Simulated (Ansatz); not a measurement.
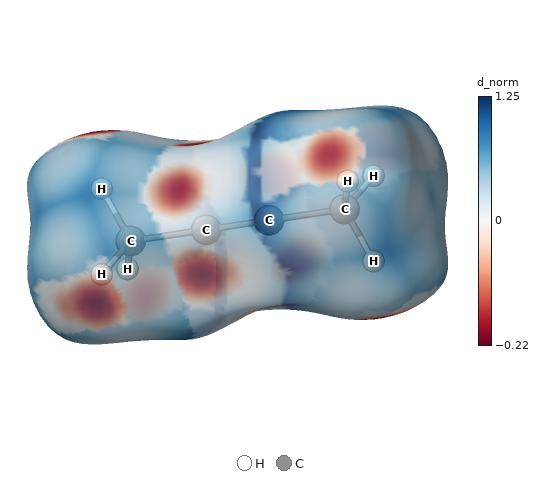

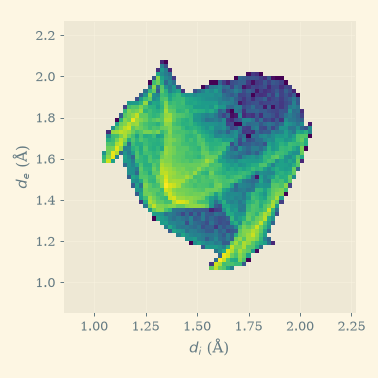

Hirshfeld surface computed for the C$_{4}$H$_{6}$ molecule in H3C2 in space group C2/m, coloured by d_norm. The second picture is its fingerprint plot, coloured by area on a logarithmic scale (dark little, yellow much).

The surface is where the fragment's share of the procrystal density (the sum of the densities of spherically averaged neutral Hartree-Fock atoms) equals one half. d_i and d_e are the distances from the surface to the nearest nucleus inside and outside; d_norm adds both, each measured against its van der Waals radius (Alvarez: H 1.20 Å, C 1.77 Å), so red marks contacts shorter than the sum of radii, white equal and blue longer. X–H bonds are as in the structure, not normalised.

The cell is taken from the geometry relaxed at fixed volume with Ansatz, DFT PBE+D3(BJ), scalar-relativistic, plane waves, PAW.

```cif
data_structure
_symmetry_space_group_name_H-M 'C2/m'
_symmetry_Int_Tables_number 12
_cell_length_a 6.7945
_cell_length_b 6.3066
_cell_length_c 4.1309
_cell_angle_alpha 90.000
_cell_angle_beta 97.264
_cell_angle_gamma 90.000
_cell_volume 175.59
loop_
_atom_site_label
_atom_site_type_symbol
_atom_site_symmetry_multiplicity
_atom_site_Wyckoff_symbol
_atom_site_fract_x
_atom_site_fract_y
_atom_site_fract_z
_atom_site_occupancy
H1 H 4 i 0.76021 0.50000 0.53640 1
H2 H 8 j 0.86102 0.64098 0.22294 1
C1 C 4 i 0.58087 0.50000 0.08169 1
C2 C 4 i 0.77505 0.50000 0.27479 1
```

> Which contact with the surroundings is the closest relative to the atoms' sizes?

H···C at 2.64 Å, 89 % of the sum of the van der Waals radii.

> How is the surface shared among contacts (both directions of a pair summed)?

H···H 66 %, C···H 34 %.

> Give the size and shape of the surface.

It encloses about 82 Å³, has an area of about 106 Å² and a globularity of 0.86 (1 for a sphere).

> Where does the fingerprint reach closest to the origin?

The smallest d_i + d_e is about 2.6 Å, which belongs to the shortest contact, H···H at 2.62 Å; d_e runs from 1.06 to 2.06 Å.
